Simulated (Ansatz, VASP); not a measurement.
# Cross-check of Pb2C between VASP and Ansatz, part 2 of 2

One calculation is typed for both programs; each brings its own data sets. How far apart do they land? The cell is generated by rule, not measured, and may not be a known phase. The cell is taken from a series of VASP runs on this material, whose earlier steps may have relaxed, scaled or displaced it; both programs get it as it stands. Valence electrons are named where the data sets of a main pair hold unlike numbers.

VASP 6.6.1 and Ansatz 0.2.0.

So far. Step 3 (VASP: band structure, PBEsol): The run ends at a pressure of 141.98 GPa.

### 5. VASP: band structure, PBEsol, spin-orbit coupling

Level of this step: PBEsol, spin-orbit coupling; plane waves and PAW (C, Pb_d); invented cell (VASP).

A single point gives forces, pressure and levels at one fixed geometry, so differences don't come from the geometry; what else differs is listed under the comparison.

File INCAR:

```
SYSTEM = Pb2C
PREC = Accurate
ENCUT = 520
EDIFF = 1E-06
NELM = 100
ISMEAR = 0
SIGMA = 0.02
LREAL = .FALSE.
ALGO = Normal
GGA = PS
LNONCOLLINEAR = .TRUE.
MAGMOM = 0 0 0 0 0 0 0 0 0
NBANDS = 44
GGA_COMPAT = .FALSE.
LASPH = .TRUE.
LSORBIT = .TRUE.
LORBIT = 11
LWAVE = .FALSE.
LCHARG = .FALSE.
KPAR = 4
ISIF = 2
```

File POSCAR:

```
Pb2C
1.0
    0.0000000000      2.6760200000      2.6760200000
    2.6760200000      0.0000000000      2.6760200000
    2.6760200000      2.6760200000      0.0000000000
C Pb
1 2
Direct
    0.0000000000      0.0000000000      0.0000000000
    0.2500000000      0.2500000000      0.2500000000
    0.7500000000      0.7500000000      0.7500000000
```

File KPOINTS:

```
Automatic mesh
0
Gamma
10 10 10
0 0 0
```

File KPOINTS_OPT:

```
Line mode
16
Line-mode
Reciprocal
  0.00000000   0.00000000   0.00000000 GAMMA
  0.50000000   0.00000000   0.50000000 X

  0.50000000   0.00000000   0.50000000 X
  0.50000000   0.25000000   0.75000000 W

  0.50000000   0.25000000   0.75000000 W
  0.37500000   0.37500000   0.75000000 K

  0.37500000   0.37500000   0.75000000 K
  0.00000000   0.00000000   0.00000000 GAMMA

  0.00000000   0.00000000   0.00000000 GAMMA
  0.50000000   0.50000000   0.50000000 L

  0.50000000   0.50000000   0.50000000 L
  0.62500000   0.25000000   0.62500000 U

  0.62500000   0.25000000   0.62500000 U
  0.50000000   0.25000000   0.75000000 W

  0.50000000   0.25000000   0.75000000 W
  0.50000000   0.50000000   0.50000000 L

  0.50000000   0.50000000   0.50000000 L
  0.37500000   0.37500000   0.75000000 K

  0.62500000   0.25000000   0.62500000 U
  0.50000000   0.00000000   0.50000000 X
```

PAW data sets: C and Pb_d (PBE family, release 64).

The run is started by

```sh
> mpirun -np 4 vasp_ncl
```

Numbers of over 12 decimals in the logs are rounded to 6 here.

The log of the run:

```text
[banner, memory and clock lines left out]
running    4 mpi-ranks, on    1 nodes
[...]
[... a notice as in an earlier step ...]

 LDA part: xc-table for (Slater+PW92), standard interpolation
 POSCAR, INCAR and KPOINTS ok, starting setup
[...]
entering main loop
       N       E                     dE             d eps       ncg     rms          rms(c)
DAV:   1     0.433713753491E+03    0.43371E+03   -0.15053E+04  4136   0.213E+03
DAV:   2     0.486976915229E+02   -0.38502E+03   -0.37129E+03  4140   0.553E+02
DAV:   3    -0.535318645582E+01   -0.54051E+02   -0.51302E+02  4720   0.232E+02
DAV:   4    -0.880993853236E+01   -0.34568E+01   -0.33379E+01  5488   0.598E+01
[...]
DAV:  11    -0.680348247759E+01    0.45944E-04   -0.12753E-04  5576   0.903E-02    0.176E-02
DAV:  12    -0.680347665048E+01    0.58271E-05   -0.20620E-05  6012   0.423E-02    0.646E-03
DAV:  13    -0.680347572110E+01    0.92937E-06   -0.42968E-06  5268   0.274E-02
   1 F= -.68034757E+01 E0= -.68033294E+01  d E =-.292604E-03  mag=    -0.0000    -0.0000    -0.0000
 Start KPOINTS_OPT (optional k-point list driver)
k-point batch [1-47\160]
       N       E                     dE             ncg
DAV:   1     0.228614951739E+05   -0.22727E+05     4136
DAV:   2     0.490358206972E+04   -0.17958E+05     4144
DAV:   3     0.246836375430E+04   -0.24352E+04     4840
DAV:   4     0.233565293434E+04   -0.13271E+03     5476
DAV:   5     0.233239646918E+04   -0.32565E+01     6536
DAV:   6     0.233234820078E+04   -0.48268E-01     6448
DAV:   7     0.233234709163E+04   -0.11092E-02     6560
DAV:   8     0.233234705820E+04   -0.33438E-04     6284
DAV:   9     0.233234705749E+04   -0.70181E-06     3592
[...]
k-point batch [142-160\160]
       N       E                     dE             ncg
DAV:   1     0.390537105696E+05   -0.13624E+05     1680
DAV:   2     0.317531345447E+05   -0.73006E+04     1672
DAV:   3     0.307932957571E+05   -0.95984E+03     1936
DAV:   4     0.307441415859E+05   -0.49154E+02     2212
DAV:   5     0.307430084361E+05   -0.11331E+01     2684
DAV:   6     0.307429921389E+05   -0.16297E-01     2556
DAV:   7     0.307429916987E+05   -0.44020E-03     2680
DAV:   8     0.307429916858E+05   -0.12848E-04     2536
DAV:   9     0.307429916856E+05   -0.28812E-06     1496
```

From OUTCAR (step 5):

```text
  Total       33.5557452     33.5557452     33.5557452      0.0000000      0.0000000      0.0000000
  in kB     1402.7471988   1402.7471988   1402.7471988      0.0000000      0.0000000      0.0000000
  external PRESSURE =    1402.7471988 kB  Pullay stress =       0.0000000 kB

 POSITION                                       TOTAL-FORCE (eV/Angst)
 -----------------------------------------------------------------------------------
      0.00000      0.00000      0.00000         0.000000      0.000000     -0.000000
      1.33801      1.33801      1.33801        -0.000000     -0.000000      0.000000
      4.01403      4.01403      4.01403         0.000000      0.000000      0.000000
 -----------------------------------------------------------------------------------
    total drift:                                0.000000      0.000000      0.000000

  FREE ENERGIE OF THE ION-ELECTRON SYSTEM (eV)
  ---------------------------------------------------
  free  energy   TOTEN  =        -6.8034757211 eV

  energy  without entropy=       -6.8031831171  energy(sigma->0) =       -6.80332942

 magnetization (x)
# of ion       s       p       d       tot
------------------------------------------
    1       -0.000   0.000   0.000   0.000
    2        0.000   0.000   0.000   0.000
    3        0.000   0.000   0.000   0.000
--------------------------------------------------
tot          0.000   0.000   0.000   0.000

 magnetization (y)
# of ion       s       p       d       tot
------------------------------------------
    1       -0.000   0.000   0.000   0.000
    2       -0.000   0.000   0.000  -0.000
    3        0.000   0.000   0.000   0.000
--------------------------------------------------
tot         -0.000   0.000   0.000   0.000

 magnetization (z)
# of ion       s       p       d       tot
------------------------------------------
    1       -0.000  -0.000   0.000  -0.000
    2        0.000   0.000  -0.000   0.000
    3        0.000   0.000  -0.000   0.000
--------------------------------------------------
tot          0.000  -0.000  -0.000   0.000

[... 1 part as in an earlier step ...]

[... 2 further parts left out ...]
[key lines of the parts left out:]
E-fermi :  15.9220
```

The run ends at a pressure of 140.27 GPa.

### 6. Ansatz: band structure, PBEsol, spin-orbit coupling

The same cell, functional, mesh and smearing now go to Ansatz, which takes its cutoff from its data sets.

The cell is taken from a series of VASP runs on this material, whose earlier steps may have relaxed, scaled or displaced it; both programs get it as it stands.

File input.yaml:

```yaml
crystal:
  lattice:
    - [0.0, 2.67602, 2.67602]
    - [2.67602, 0.0, 2.67602]
    - [2.67602, 2.67602, 0.0]
  atoms:
    - { symbol: C, position: [0.0, 0.0, 0.0] }
    - { symbol: Pb, position: [0.25, 0.25, 0.25] }
    - { symbol: Pb, position: [0.75, 0.75, 0.75] }
hamiltonian:
  xc: pbesol
  pseudopotentials: { kind: paw_fr }
magnetization:
  noncollinear: true
  spin_orbit: true
kpoints:
  mp_grid: { grid: [10, 10, 10] }
  band_path:
    path:
      - [0.0, 0.0, 0.0]
      - [0.16667, 0.0, 0.16667]
      - [0.33333, 0.0, 0.33333]
      - [0.5, 0.0, 0.5]
      - [0.5, 0.08333, 0.58333]
      - [0.5, 0.18333, 0.68333]
      - [0.5, 0.25, 0.75]
      - [0.45, 0.3, 0.75]
      - [0.40833, 0.34167, 0.75]
      - [0.35, 0.35, 0.7]
      - [0.225, 0.225, 0.45]
      - [0.075, 0.075, 0.15]
      - [0.03333, 0.03333, 0.03333]
      - [0.23333, 0.23333, 0.23333]
      - [0.4, 0.4, 0.4]
      - [0.51667, 0.46667, 0.51667]
      - [0.55833, 0.38333, 0.55833]
      - [0.60833, 0.28333, 0.60833]
      - [0.60833, 0.25, 0.64167]
      - [0.55833, 0.25, 0.69167]
      - [0.51667, 0.25, 0.73333]
      - [0.5, 0.3, 0.7]
      - [0.5, 0.38333, 0.61667]
      - [0.5, 0.48333, 0.51667]
      - [0.475, 0.475, 0.55]
      - [0.425, 0.425, 0.65]
      - [0.38333, 0.38333, 0.73333]
      - [0.59167, 0.18333, 0.59167]
      - [0.55, 0.1, 0.55]
      - [0.5, 0.0, 0.5]
    npoints: 1
scf:
  occupations: { method: gaussian, width: 0.02 }
  n_extra_bands: 14
output:
  forces: true
  stress: true
  eigenvalues: true
```

The run is started by

```sh
> ansatz run input.yaml --threads 2 --pin off --max-ram 4608MiB --backend cpu --events-out ev --progress --plain --runs-dir out
```

The log of the run:

```text
[...]
non-collinear run that drives no moment, with spin-orbit: no starting moment large enough to seed its density (crystal.atoms[].spin), no starting occupations that ask for one, no magnetisation constraint and no magnetic field, so the semilocal B_xc is pinned to zero
Crystal: 3 atoms, lattice volume = 38.326 Å³
[...]
k-point 1: bands = [... 28 lower, 19.2986, 19.2986, 20.3751, 20.3751, 20.9888, 20.9888, 22.3777, 22.3777, ... 10 higher]
  k-point 2: bands = [... 28 lower, 18.8254, 18.8254, 21.2901, 21.2901, 21.4737, 21.4737, 23.1436, 23.1436, ... 10 higher]
  k-point 46: bands = [... 28 lower, 20.7737, 20.7737, 21.7991, 21.7991, 23.1292, 23.1292, 23.9606, 23.9606, ... 10 higher]
[key lines of the parts left out:]
SCF converged after 7 iterations
Magnetization: |M| = 0.0000 μB,  M = (+0.0000, +0.0000, +0.0000) μB
Free energy (F): -23820.279505 eV
Fermi energy:    22.151324 eV
P = ⅓ Tr σ = 139.2809 GPa (1392.809 kbar)
```

Wall time 28 s (2 threads of Arm Neoverse N1, shared host); peak memory 0.48 GiB; 56 s of CPU time.

### 7. Comparison

What differs besides the data sets and the points named for the pairs above, as far as they apply: spin-orbit coupling enters by fully relativistic files in Ansatz and inside the spheres in VASP. Total energies have different zeros and are not compared.

Compared:

| quantity | Ansatz | VASP | difference |
| --- | --- | --- | --- |
| pressure (GPa) | 139.28 | 140.27 | -0.99 |
| pressure without Ansatz's Pulay correction (GPa) | 139.10 | 140.27 | -1.17 |

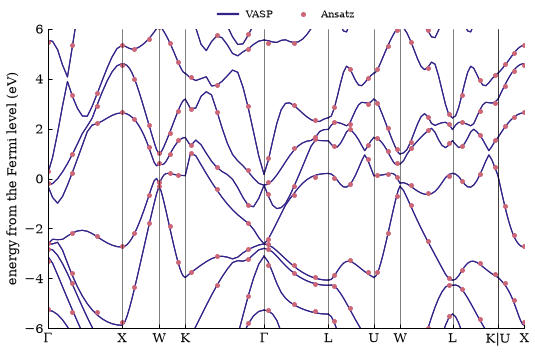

Bands from VASP (lines) and levels from Ansatz (dots). Dots without a line are higher empty bands that the VASP plot leaves out.

Levels from 3 eV below to 2 eV above the Fermi level differ by 44 meV r.m.s. and 122 meV at most; each VASP level is matched to the nearest of Ansatz, which flatters the figure a little. Ansatz's pressure holds a Pulay correction of 0.18 GPa; VASP's holds none.

### 8. What came out

| Property | Result |
| --- | --- |
| r.m.s. difference of levels near the Fermi level (band structure, PBEsol) | 5.9 meV |
| r.m.s. difference of levels near the Fermi level (band structure, PBEsol, spin-orbit coupling) | 44 meV |
| difference in pressure (band structure, PBEsol, spin-orbit coupling) | -0.99 GPa |

In words: The difference in pressure is -0.99 GPa (band structure, PBEsol, spin-orbit coupling), at about the 1 GPa picked in this series as the mark of a large difference. 2 further runs of this series are not shown here. How closely two codes agree says nothing of how well the functional describes the real material.

[Lines on the potential files, build, host, timing and source positions are cut from VASP's logs without a mark.]

[Logs are printed without paths, hosts, clocks, repeated set-up lines and the standing remarks that a program may print on its own settings, such as how far it seeks lower states.]

[Hosts, paths, dates, database ids (printed as entryN), source tags and the programs' standing remarks are cut or masked in the printed files.]
